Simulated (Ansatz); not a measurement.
# AlBH₄SSi: how energies converge with the basis set

How large a basis does AlBH₄SSi need? Two functionals are run in growing sets.

Program: Ansatz 0.2.0, Gaussian basis. Level of theory: one geometry, several basis sets. These are calculated values, not measurements.

Levels to be run: PBE0-D4/def2-SVP; ωB97M-V/def2-SVP; PBE0-D4/def2-QZVPP; ωB97M-V/def2-QZVPP; the functionals' def2-TZVPP values are taken from earlier runs.

### 1 The relaxed structure

The geometry comes from an earlier relaxation with PBE0-D4 in a triple-zeta def2 set; it is a stationary point, not always the lowest conformer.

8 atoms, charge 0, spin multiplicity 1.

Atoms are counted from 1 here; the program's logs count them from 0.

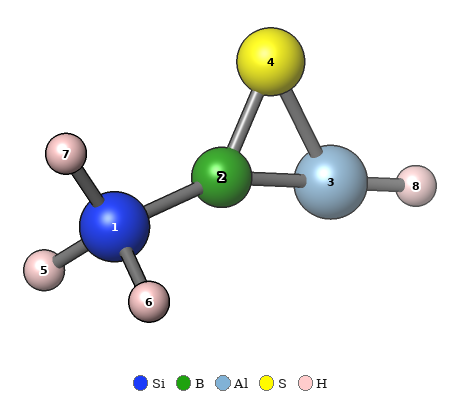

The structure; silicon blue, boron green, aluminium light blue, sulfur yellow, hydrogen pink; atoms are numbered from 1 in the order of the file.

### 2 PBE0-D4 in def2-SVP

Contents of in.yaml:

```yaml
crystal:
  periodic: [false, false, false]
  atoms:
    - {symbol: Si, position_ang: [-0.389053, 1.405749, -0.631284]}
    - {symbol: B, position_ang: [0.253267, -0.314206, 0.139538]}
    - {symbol: Al, position_ang: [0.107564, -2.166448, 0.911281]}
    - {symbol: S, position_ang: [1.898033, -0.926787, 0.511859]}
    - {symbol: H, position_ang: [-1.161207, 1.130977, -1.876265]}
    - {symbol: H, position_ang: [-1.313906, 2.064525, 0.334307]}
    - {symbol: H, position_ang: [0.703780, 2.363751, -0.960284]}
    - {symbol: H, position_ang: [-0.006176, -3.614660, 1.515151]}
basis:
  gaussian: {orbitals: def2-SVP}
hamiltonian: {xc: pbe0, dispersion: d4}
output: {orbitals: {seedname: orbitals}}
```

On the command line:

```console
$ ansatz run in.yaml --threads 2 --pin off --events-out ev --progress --plain --max-ram 4352MiB
```

The runs that follow: ωB97M-V in def2-SVP; PBE0-D4 in def2-QZVPP; ωB97M-V in def2-QZVPP.

**Question.** What will the summary of the whole plan be? Wanted: PBE0-D4: double and triple zeta above quadruple; ωB97M-V: double and triple zeta above quadruple.

As calculated:

| quantity | value |
| --- | --- |
| PBE0-D4: double and triple zeta above quadruple | 10.30, 0.82 eV |
| ωB97M-V: double and triple zeta above quadruple | 10.28, 0.77 eV |

What this shows: PBE0-D4 gains 9.48 eV from double to triple zeta, then 0.82 eV more. Total energies overstate the basis error of differences, where much of it tends to cancel.
